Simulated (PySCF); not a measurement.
# Two runs on C3H7FOSi

System: C3H7FOSi.
Method of run A: GIAO PBE0/pcSseg-1 NMR shielding, non-relativistic, gas phase (PySCF 2.14.0).

The geometry comes from this level: GFN2-xTB, NEB image 0 of 0 to 8. Text and figures count atoms from 1; the logs count them from 0 in places.

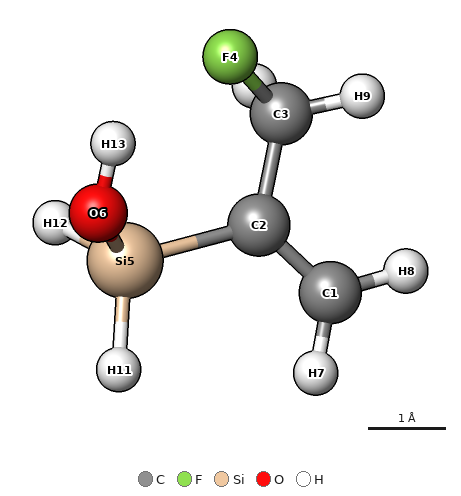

Figure 1. The structure as given in the input (ball-and-stick view, seen at a tilt; atoms are numbered from 1 in the order of the input). Bond lengths as drawn: C–C 1.32 to 1.50 Å, C–F 1.38 Å, C–H 1.08 to 1.10 Å, C–Si 1.90 Å, H–O 0.96 Å, H–Si 1.45 to 1.47 Å and O–Si 1.62 Å.

## The input, run A
```
{"job": {"kind": "nmr", "xc": "PBE0", "basis": "pcSseg-1", "pop": false}, "charge": 0, "multiplicity": 1}
C     -0.746600     1.605400     0.462400
C     -0.342400     0.411400     0.056900
C     -1.322100    -0.722800     0.007300
F     -0.711400    -1.929100     0.297700
Si     1.428400     0.040300    -0.529700
O      2.123300    -1.120000     0.361100
H     -0.077100     2.447500     0.474900
H     -1.758200     1.798500     0.789900
H     -2.140200    -0.608000     0.725700
H     -1.732200    -0.832300    -1.004300
H      2.283000     1.192400    -0.292000
H      1.336300    -0.357200    -1.939200
H      1.654700    -1.925500     0.571600
```

The first line tells a small driver script what to run in PySCF; the rest is the geometry in Å.

Launched with:
```bash
OMP_NUM_THREADS=1 python <driver script> task.json out
```

Hardware: 1 CPU thread, shared host.

## Output (run A)
```
coarse grid: 11400 points
cycle   1  E = -582.4465438231  dE =  6.243e-01  |g| = 8.206e-01  |ddm| = 3.170e+00
cycle   2  E = -582.3063372022  dE =  1.402e-01  |g| = 1.211e+00  |ddm| = 1.611e+00
cycle   3  E = -582.5626172793  dE = -2.563e-01  |g| = 1.039e-01  |ddm| = 1.135e+00
cycle   4  E = -582.5646222588  dE = -2.005e-03  |g| = 4.323e-02  |ddm| = 1.209e-01
cycle   5  E = -582.5650137039  dE = -3.914e-04  |g| = 1.071e-02  |ddm| = 3.843e-02
cycle   6  E = -582.5650337234  dE = -2.002e-05  |g| = 4.933e-03  |ddm| = 1.156e-02
cycle   7  E = -582.5650400023  dE = -6.279e-06  |g| = 7.963e-04  |ddm| = 4.313e-03
final grid: 105968 points
cycle   8  E = -582.6168650626  dE = -2.827e-05  |g| = 8.179e-03  |ddm| = 2.099e-02
cycle   9  E = -582.6168536219  dE =  1.144e-05  |g| = 1.140e-02  |ddm| = 1.516e-02
cycle  10  E = -582.6168792847  dE = -2.566e-05  |g| = 1.006e-03  |ddm| = 8.851e-03
cycle  11  E = -582.6168794747  dE = -1.899e-07  |g| = 1.674e-04  |ddm| = 8.768e-04
cycle  12  E = -582.6168794799  dE = -5.268e-09  |g| = 7.282e-05  |ddm| = 1.864e-04
cycle  13  E = -582.6168794809  dE = -1.028e-09  |g| = 2.483e-05  |ddm| = 7.617e-05
cycle  14  E = -582.6168794811  dE = -1.305e-10  |g| = 6.847e-06  |ddm| = 2.358e-05
converged SCF energy = -582.6168794811

GIAO shielding tensors (ppm)
atom      isotropic    diamagn.    paramagn.     s11        s22        s33       span
  0 C       55.951     253.140    -197.189    -57.526     62.980    162.398    219.924
  1 C       28.686     265.288    -236.602    -83.812     11.145    158.723    242.535
  2 C       92.664     241.643    -148.979     53.940     80.282    143.770     89.830
  3 F      418.728     474.875     -56.147    381.662    404.447    470.076     88.414
  4 Si     372.993     879.542    -506.548    333.132    359.902    425.945     92.812
  5 O      311.316     388.065     -76.749    275.400    310.417    348.130     72.730
  6 H       25.999      31.217      -5.219     22.880     25.094     30.022      7.142
  7 H       25.815      30.860      -5.045     22.734     25.375     29.335      6.601
  8 H       26.341      29.531      -3.190     22.442     26.475     30.108      7.666
  9 H       25.933      28.989      -3.056     22.461     26.102     29.236      6.774
 10 H       26.805      29.498      -2.692     23.496     25.474     31.446      7.950
 11 H       26.192      29.252      -3.060     23.557     24.422     30.595      7.038
 12 H       30.227      32.062      -1.835     21.092     26.904     42.685     21.594
```

The input of run B differs as follows (lines with − go, lines with + come):
```diff
-C     -0.746600     1.605400     0.462400
-C     -0.342400     0.411400     0.056900
-C     -1.322100    -0.722800     0.007300
-F     -0.711400    -1.929100     0.297700
-Si     1.428400     0.040300    -0.529700
-O      2.123300    -1.120000     0.361100
-H     -0.077100     2.447500     0.474900
-H     -1.758200     1.798500     0.789900
-H     -2.140200    -0.608000     0.725700
-H     -1.732200    -0.832300    -1.004300
-H      2.283000     1.192400    -0.292000
-H      1.336300    -0.357200    -1.939200
-H      1.654700    -1.925500     0.571600
+C     -0.928800     1.526800    -0.288400
+C     -0.351800     0.391400     0.075500
+C     -1.170500    -0.687600     0.719400
+F     -0.458500    -1.332700     1.704400
+Si     1.499100     0.026600    -0.158500
+O      1.742900    -1.445400    -0.799900
+H     -0.369700     2.308800    -0.772600
+H     -1.978900     1.724400    -0.127000
+H     -2.080600    -0.299800     1.191100
+H     -1.440200    -1.458300    -0.015400
+H      2.194500    -0.083400     1.111500
+H      2.008900     1.071100    -1.051600
+H      1.329300    -1.741400    -1.606100
```

How does run B compare with run A?

With the same method and basis, run B lies 2.1 kcal/mol higher. The dipole moment goes from 2.43 to 3.17 D. Of all shieldings, the largest change is that of O6, by +5.2 ppm. The SCF takes 13 iterations against 14.

## Output (run B)
```
coarse grid: 11400 points
cycle   1  E = -582.4403359102  dE =  6.297e-01  |g| = 8.276e-01  |ddm| = 3.175e+00
cycle   2  E = -582.3015120328  dE =  1.388e-01  |g| = 1.219e+00  |ddm| = 1.634e+00
cycle   3  E = -582.5591868476  dE = -2.577e-01  |g| = 1.016e-01  |ddm| = 1.140e+00
cycle   4  E = -582.5611430811  dE = -1.956e-03  |g| = 4.119e-02  |ddm| = 1.204e-01
cycle   5  E = -582.5615217670  dE = -3.787e-04  |g| = 8.393e-03  |ddm| = 3.759e-02
cycle   6  E = -582.5615318525  dE = -1.009e-05  |g| = 4.470e-03  |ddm| = 8.817e-03
cycle   7  E = -582.5615368127  dE = -4.960e-06  |g| = 7.103e-04  |ddm| = 3.794e-03
final grid: 105968 points
cycle   8  E = -582.6135072189  dE = -2.599e-05  |g| = 8.085e-03  |ddm| = 2.014e-02
cycle   9  E = -582.6134956573  dE =  1.156e-05  |g| = 1.137e-02  |ddm| = 1.480e-02
cycle  10  E = -582.6135209929  dE = -2.534e-05  |g| = 9.719e-04  |ddm| = 8.857e-03
cycle  11  E = -582.6135211732  dE = -1.803e-07  |g| = 1.616e-04  |ddm| = 8.935e-04
cycle  12  E = -582.6135211785  dE = -5.305e-09  |g| = 5.324e-05  |ddm| = 1.753e-04
cycle  13  E = -582.6135211789  dE = -4.507e-10  |g| = 2.042e-05  |ddm| = 5.115e-05
converged SCF energy = -582.6135211789

GIAO shielding tensors (ppm)
atom      isotropic    diamagn.    paramagn.     s11        s22        s33       span
  0 C       54.641     253.353    -198.712    -62.080     63.916    162.087    224.167
  1 C       27.507     264.598    -237.091    -81.712      9.404    154.829    236.541
  2 C       95.635     241.288    -145.654     59.764     82.205    144.935     85.171
  3 F      415.626     473.367     -57.740    375.991    404.656    466.232     90.241
  4 Si     373.737     879.495    -505.758    345.645    353.366    422.201     76.557
  5 O      316.498     387.948     -71.450    290.060    316.810    342.624     52.564
  6 H       25.945      31.414      -5.470     22.717     25.240     29.877      7.160
  7 H       25.725      30.928      -5.203     22.474     25.372     29.330      6.856
  8 H       26.482      29.312      -2.830     22.517     26.600     30.330      7.812
  9 H       26.101      29.367      -3.265     23.412     25.975     28.917      5.505
 10 H       26.486      29.029      -2.543     24.244     24.568     30.647      6.403
 11 H       26.574      29.670      -3.096     23.067     25.565     31.090      8.022
 12 H       30.546      31.961      -1.415     23.124     25.310     43.205     20.081
```

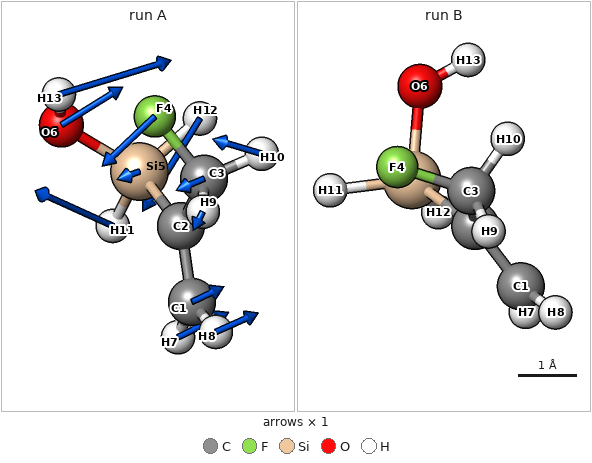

Figure 2. The two input geometries at one scale (ball-and-stick view, seen at a tilt). The blue arrows on the first give the shifts of the atoms after the best rigid fit, at true length. The largest move after the best rigid fit is that of H13, 2.31 Å. By element the largest moves are H 2.31 Å, F 1.32 Å, O 1.29 Å, C 0.66 Å, Si 0.47 Å. Among the contacts that change: C3–F4 1.383 → 1.376 Å, Si5–O6 1.619 → 1.624 Å.

## The two runs side by side

| quantity | run A | run B |
| --- | --- | --- |
| outcome | converged | converged |
| total energy (hartree) | −582.616879 | −582.613521 |
| HOMO (eV) | −8.04 | −8.00 |
| LUMO (eV) | −0.64 | −0.67 |
| dipole moment (D) | 2.43 | 3.17 |
| shielding of C1 (ppm) | 56.0 | 54.6 |
| shielding of C2 (ppm) | 28.7 | 27.5 |
| shielding of C3 (ppm) | 92.7 | 95.6 |
| shielding of F4 (ppm) | 418.7 | 415.6 |
| shielding of Si5 (ppm) | 373.0 | 373.7 |
| shielding of O6 (ppm) | 311.3 | 316.5 |
| shielding of H12 (ppm) | 26.2 | 26.6 |
| SCF iterations | 14 | 13 |
| basis functions | 144 | 144 |
| wall time (shared host) | 36 s | 24 s |
